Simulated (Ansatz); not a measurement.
The starting structures come from a database of crystals and need not be the phases stable at ambient conditions.

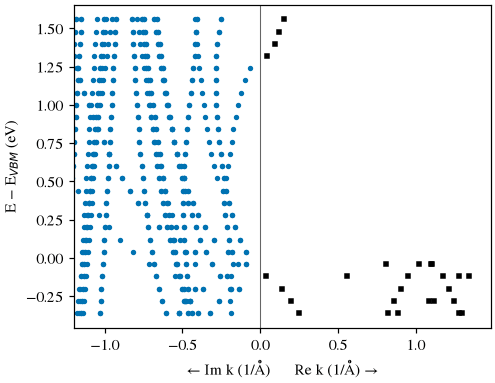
Figure. Complex bands at the centre of the two-dimensional zone; r2SCAN run with Ansatz (a program for electronic structure)

No gap correction and no spin-orbit coupling; mid-gap values are interpolated between computed energies.

### Question
This is KTlO2 (R-3m, not sure to be the ambient phase, 4 atoms a cell, 15.8 Å³ an atom) along the normal of (100). Read off the slowest decay at the centre of the two-dimensional zone at 0.68 eV, the computed energy nearest the middle of the gap.

### Answer
κ ≈ 0.20 1/Å, a decay length 1/(2κ) of the density of 2.6 Å.
